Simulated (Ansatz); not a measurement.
# One shape, several levels: triplet CH5GaO2

Wanted: a comparison of 6 runs (UHF/cc-pVDZ, UB3LYP/cc-pVDZ, UBLYP/cc-pVDZ, UPBE0/cc-pVDZ, UBCCD(T)/cc-pVDZ, UCCSD/cc-pVDZ) of triplet CH5GaO2. 

The calculation is run with Ansatz 0.2.0.

80 further runs of the same task are left out: 3 that didn't finish, 77 set aside as unsound or not needed. Runs told in other sessions of the task aren't counted.

### 1 The system as given

CH5GaO2: 9 atoms, total charge 0, spin state triplet. As SMILES of the parent species, `[CH3][Ga]([OH])[OH]`. The coordinates come from a PBE0-D4/def2-TZVP relaxation. This is one conformer, not always the lowest. That shape belongs to the parent species and isn't relaxed for this state.

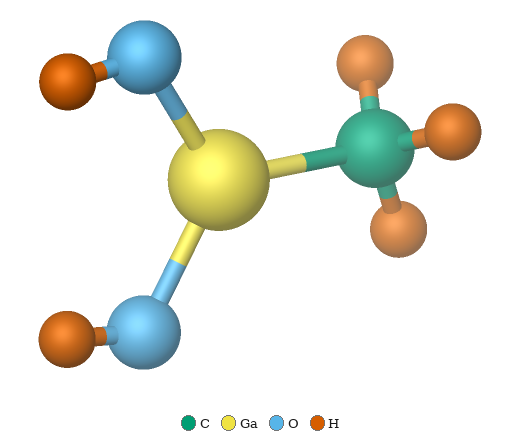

Viewed from a chosen angle; carbon teal, gallium yellow, oxygen blue, hydrogen orange.

### 2 A single-point energy at UHF/cc-pVDZ (run 1)

The input, in.yaml:

```yaml
crystal:
  periodic: [false, false, false]
  atoms:
    - {symbol: C, position_ang: [0.139500, 0.740600, -1.385600]}
    - {symbol: Ga, position_ang: [-0.022300, -0.180400, 0.314900]}
    - {symbol: O, position_ang: [0.237900, -1.947500, 0.443200]}
    - {symbol: O, position_ang: [-0.435700, 0.706800, 1.814800]}
    - {symbol: H, position_ang: [0.259800, 0.024500, -2.197900]}
    - {symbol: H, position_ang: [1.005300, 1.404900, -1.368100]}
    - {symbol: H, position_ang: [-0.746600, 1.349900, -1.568800]}
    - {symbol: H, position_ang: [0.141200, -2.314500, 1.323600]}
    - {symbol: H, position_ang: [-0.490700, 0.169600, 2.607000]}
basis:
  gaussian:
    orbitals: cc-pVDZ
output: {orbitals: {seedname: orbitals}}
hamiltonian:
  xc: hf
magnetization:
  spin_polarized: true
  initial_magnetization: 2
accuracy: high
```

The run is started by

```bash
$ ansatz run in.yaml --threads 1 --pin off --max-ram 3480MiB --events-out events.jsonl --progress --plain --runs-dir runs
```

The program printed (excerpt; [...] marks lines left out):

```text
Warning: RAYON_NUM_THREADS=1 ignored (pool sized by the plan → 1); use --threads N
Functional definition: HF
  name "HF"
[...]
2140 factors; integrals over basis functions are off by at most 4.7e-9 eV
[...]
mean field -57513.12493142 eV, -2113.5683574333 hartree, gradient 7.5e-8 eV, S^2 2.008586; 7 other end points of the search recorded, 0 dependent functions left out
reference -57513.12493142 eV, -2113.5683574333 hartree; 30, 28 occupied and 64, 66 virtual orbitals, 2140 factors
Total energy: -57513.12493142 eV, -2113.5683574333 hartree
```

It took 66 s on 1 thread of Arm Neoverse V2, shared host; peak memory 0.56 GiB.

### 3 The energy at UB3LYP/cc-pVDZ (run 2)

The input, molecule.yaml:

```yaml
crystal:
  periodic: [false, false, false]
  atoms:
    - {symbol: C, position_ang: [0.139500, 0.740600, -1.385600]}
    - {symbol: Ga, position_ang: [-0.022300, -0.180400, 0.314900]}
    - {symbol: O, position_ang: [0.237900, -1.947500, 0.443200]}
    - {symbol: O, position_ang: [-0.435700, 0.706800, 1.814800]}
    - {symbol: H, position_ang: [0.259800, 0.024500, -2.197900]}
    - {symbol: H, position_ang: [1.005300, 1.404900, -1.368100]}
    - {symbol: H, position_ang: [-0.746600, 1.349900, -1.568800]}
    - {symbol: H, position_ang: [0.141200, -2.314500, 1.323600]}
    - {symbol: H, position_ang: [-0.490700, 0.169600, 2.607000]}
basis:
  gaussian:
    orbitals: cc-pVDZ
magnetization:
  spin_polarized: true
  initial_magnetization: 2
hamiltonian:
  xc: {name: B3LYP}
accuracy: high
output: {orbitals: {seedname: orbitals}}
```

The run is started by

```bash
$ ansatz run molecule.yaml --threads 1 --pin off --max-ram 3480MiB --events-out events.jsonl --progress --plain --runs-dir runs
```

The program printed (excerpt; [...] marks lines left out):

```text
Warning: RAYON_NUM_THREADS=1 ignored (pool sized by the plan → 1); use --threads N
Functional definition: B3LYP
  name "B3LYP"
[...]
2140 factors; integrals over basis functions are off by at most 4.7e-9 eV
[...]
mean field -57586.77607231 eV, -2116.2749869387 hartree, gradient 3.5e-8 eV, S^2 2.016809; 8 other end points of the search recorded, 0 dependent functions left out
reference -57586.77611482 eV, -2116.2749885008 hartree; 30, 28 occupied and 64, 66 virtual orbitals, 2140 factors
Total energy: -57586.77611482 eV, -2116.2749885008 hartree
```

Wall time 65 s (1 thread of Arm Neoverse V2, shared host); peak memory 0.52 GiB.

Run 3 isn't shown in full; the table further down has it.

### 4 A single-point energy at UPBE0/cc-pVDZ (run 4)

The input, input.yaml:

```yaml
crystal:
  periodic: [false, false, false]
  atoms:
    - {symbol: C, position_ang: [0.139500, 0.740600, -1.385600]}
    - {symbol: Ga, position_ang: [-0.022300, -0.180400, 0.314900]}
    - {symbol: O, position_ang: [0.237900, -1.947500, 0.443200]}
    - {symbol: O, position_ang: [-0.435700, 0.706800, 1.814800]}
    - {symbol: H, position_ang: [0.259800, 0.024500, -2.197900]}
    - {symbol: H, position_ang: [1.005300, 1.404900, -1.368100]}
    - {symbol: H, position_ang: [-0.746600, 1.349900, -1.568800]}
    - {symbol: H, position_ang: [0.141200, -2.314500, 1.323600]}
    - {symbol: H, position_ang: [-0.490700, 0.169600, 2.607000]}
basis:
  gaussian:
    orbitals: cc-pVDZ
hamiltonian:
  xc: {name: PBE0}
accuracy: high
output:
  orbitals: {seedname: orbitals}
magnetization:
  spin_polarized: true
  initial_magnetization: 2
```

The run is started by

```bash
$ ansatz run input.yaml --threads 1 --pin off --max-ram 3480MiB --events-out events.jsonl --progress --plain --runs-dir runs
```

The program printed (excerpt; [...] marks lines left out):

```text
Warning: RAYON_NUM_THREADS=1 ignored (pool sized by the plan → 1); use --threads N
Functional definition: PBE0
  name "PBE0"
[...]
2140 factors; integrals over basis functions are off by at most 4.7e-9 eV
[...]
mean field -57572.67237186 eV, -2115.7566855070 hartree, gradient 8.0e-8 eV, S^2 2.018731; 7 other end points of the search recorded, 0 dependent functions left out
reference -57572.67237500 eV, -2115.7566856222 hartree; 30, 28 occupied and 64, 66 virtual orbitals, 2140 factors
Total energy: -57572.67237500 eV, -2115.7566856222 hartree
```

Wall time 71 s (1 thread of Arm Neoverse V2, shared host); peak memory 0.55 GiB.

Run 5 isn't shown in full; the table further down has it.

### 5 The energy at UCCSD/cc-pVDZ (run 6)

input.yaml, as its differences from that of step 4:

```diff
@@ -1 +1,4 @@
+basis:
+  gaussian:
+    orbitals: cc-pVDZ
 crystal:
@@ -12,10 +15,3 @@
     - {symbol: H, position_ang: [-0.490700, 0.169600, 2.607000]}
-basis:
-  gaussian:
-    orbitals: cc-pVDZ
-hamiltonian:
-  xc: {name: PBE0}
-accuracy: high
-output:
-  orbitals: {seedname: orbitals}
+total_charge: 0
 magnetization:
@@ -23 +19,7 @@
   initial_magnetization: 2
+correlation:
+  method: ccsd
+  frozen_orbitals: {C: 1, Ga: 9, H: 0, O: 1}
+accuracy: high
+scf:
+  omitted_lower_state_checks: [cluster_reference, increment]
```

The run is started by

```bash
$ ansatz run input.yaml --threads 1 --pin off --max-ram 3480MiB --events-out events.jsonl --progress --plain --runs-dir runs
```

The program printed:

```text
Warning: RAYON_NUM_THREADS=1 ignored (pool sized by the plan → 1); use --threads N
[... 23 lines left out ...]
12 core orbitals not correlated: weight in the atoms' cores, before any rotation towards them, 1.000 or more for the frozen orbitals, at most 0.000 for the correlated occupied ones
[... 52 lines left out ...]
Total energy: -57529.89150620 eV, -2114.1845176919 hartree
Checks for a lower state left out: cluster_reference, increment
```

Wall time 4.3 min (1 thread of Arm Neoverse V2, shared host); peak memory 1.2 GiB.

### 6 All runs side by side

```
run             level  frozen core orbitals   energy (Eh)  HOMO energy (eV)   ⟨S²⟩  wall time
  1       UHF/cc-pVDZ                     –  -2113.568357             -4.05  2.009       66 s
  2    UB3LYP/cc-pVDZ                     –  -2116.274989             -2.22  2.017       65 s
  3     UBLYP/cc-pVDZ                     –  -2116.251895             -1.49  2.005       53 s
  4     UPBE0/cc-pVDZ                     –  -2115.756686             -2.34  2.019       71 s
  5  UBCCD(T)/cc-pVDZ                    12  -2114.202465                 –  2.009    6.9 min
  6     UCCSD/cc-pVDZ                    12  -2114.184518                 –  2.009    4.3 min
```

### 7 Summary of results

| quantity | value |
| --- | --- |
| run 6: total energy | -2114.18452 Eh |
| run 6: correlation energy (12 core orbitals frozen) | -616.2 mEh |
| run 6: ⟨S²⟩ of the reference determinant | 2.009 |
| run 6: T1 diagnostic | 0.024 |

In words: Below the UHF energy at the same shape and in the same basis (cc-pVDZ): UBCCD(T) -634.1 mEh; UCCSD -616.2 mEh. Totals of different functionals can't be ranked against each other. All runs together took 15 min, the longest 6.9 min.
